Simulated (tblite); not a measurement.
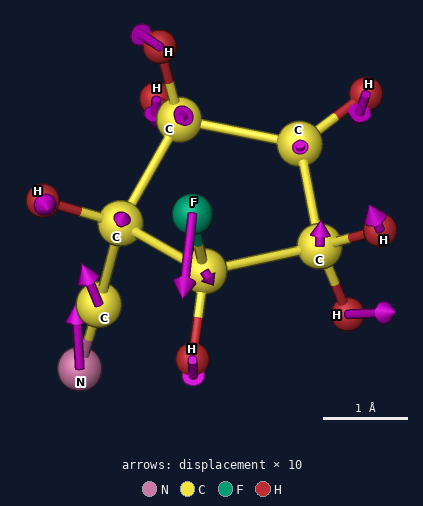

This is a relaxation of C$_{6}$H$_{7}$FN (multiplicity 2). The starting structure is drawn; purple arrows show the displacements, 10 times their true length. The two geometries are superimposed by the best rigid fit.

The picture is a ball-and-stick view, seen at a tilt.

Theory: tblite 0.8.0, GFN2-xTB geometry optimisation, gas phase. 

### Describe the change and its energy.

The largest move after the best rigid fit is that of the F atom, 0.12 Å. By element the largest moves are F 0.12 Å, H 0.10 Å, N 0.08 Å, C 0.06 Å. Some distances before and after: C–N 1.167 → 1.143 Å, C–C 1.464 → 1.441 Å, C–C 1.501 → 1.481 Å, C–C 1.524 → 1.544 Å. Bond angles that change, for instance: H–C–H 110.9° → 106.9°, C–C–H 108.3° → 111.6°, C–C–H 109.4° → 112.0°. Over 54 geometry steps the energy falls by 10.00 kJ/mol. The run took 0.15 s on 1 thread of AMD EPYC 9R45 96-Core Processor, on a shared host.
